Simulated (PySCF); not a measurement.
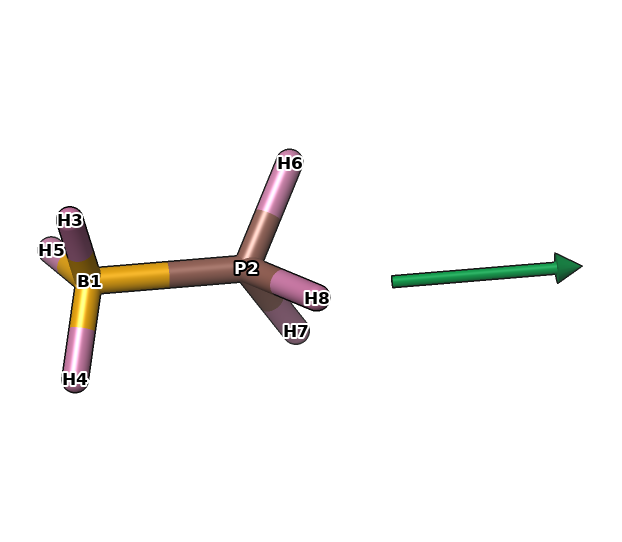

The arrow beside the molecule shows the direction of the dipole moment, from the negative to the positive end (its length means nothing). Computed geometry: PBE0-D3(BJ)/def2-SVP optimisation. No frequency run is at hand to confirm it as a minimum. Method: PBE0/aug-cc-pVDZ, gas phase (PySCF 2.14.0).

Estimate the dipole moment.

4.05 D; it points from the side of H3, H4, H5 to the side of H6, H7, H8 (the outermost atoms at the two ends).
